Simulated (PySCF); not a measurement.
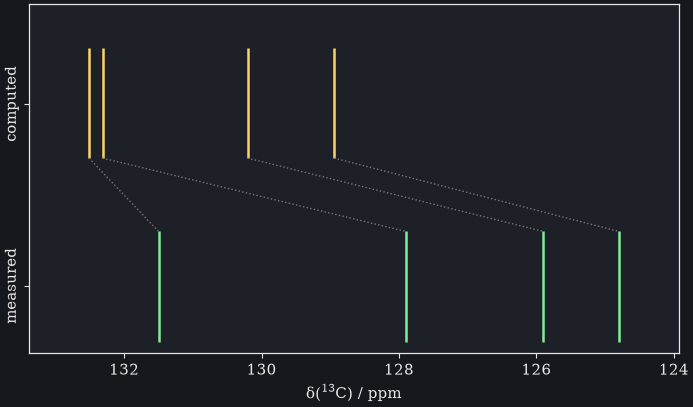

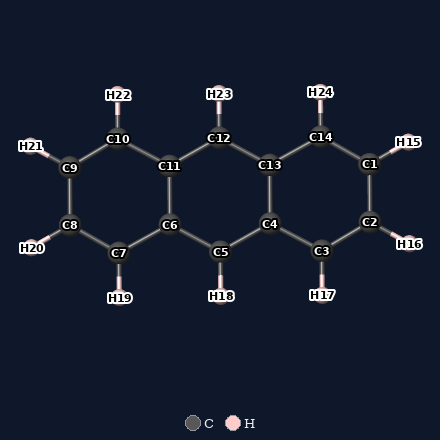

¹³C shifts of C₁₄H₁₀ (anthracene), SMILES c1ccc2cc3ccccc3cc2c1 against TMS: GIAO PBE/pcSseg-1 (PySCF 2.14.0) for one gas-phase conformer (PBE0-D3(BJ)/def2-SVP, like atoms averaged) above, published measurements (CCl4) below; dotted lines join the same nuclei. Only nuclei with a measured value are shown, one named for each set of like atoms.

Question: Is the order of the signals reproduced?

Answer: Yes, no dotted lines cross.

Question: Assign the lines.

Answer:
```tsv
nucleus	computed	measured
C4	132.5	131.5
C3	132.3	127.9
C5	130.2	125.9
C1	128.9	124.8
```
